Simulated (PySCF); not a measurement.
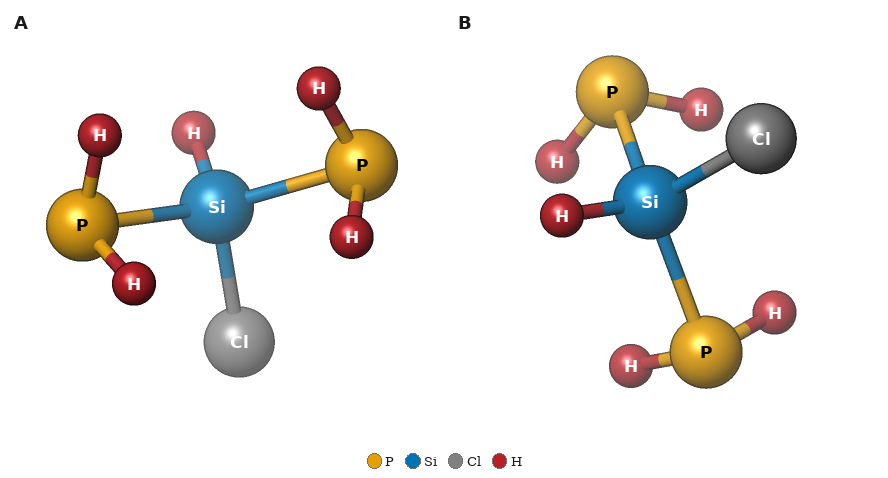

Atoms fade into the background with distance from the viewer. Computed geometry: PBE0-D3(BJ)/def2-SVP optimisation. No frequency run is at hand to confirm it as a minimum.

Are A and B the same structure? If not, how do they differ?

Yes. They are the same structure, ClH5P2Si (P[SiH](P)Cl), seen from two directions. With point group Cs it is achiral, so its mirror image would be the same too.
